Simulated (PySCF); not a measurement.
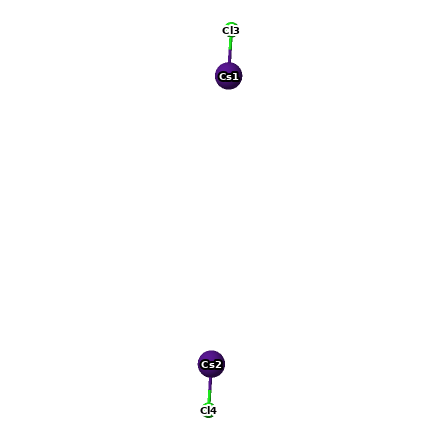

Every bond is drawn as one stick. The computed structure is the end point of a PBE0/def2-TZVP with core potentials optimisation. Computed with PBE0/def2-TZVP, core potentials on Cs (PySCF 2.14.0). The run warned: a mode under 25 cm-1 is near the numerical noise.

List the Mayer bond orders of Cs1–Cl3 (one bond of each equivalent set).

```csv
bond,Mayer order,length (Å)
Cs1–Cl3,0.49,2.922
```

This isn't the lowest structure that the search found: a singlet minimum of D2h symmetry lies 156 kJ/mol lower at the level of the geometry. Its softest mode lies under 30 cm⁻¹, so another, bent or twisted shape can't be ruled out.
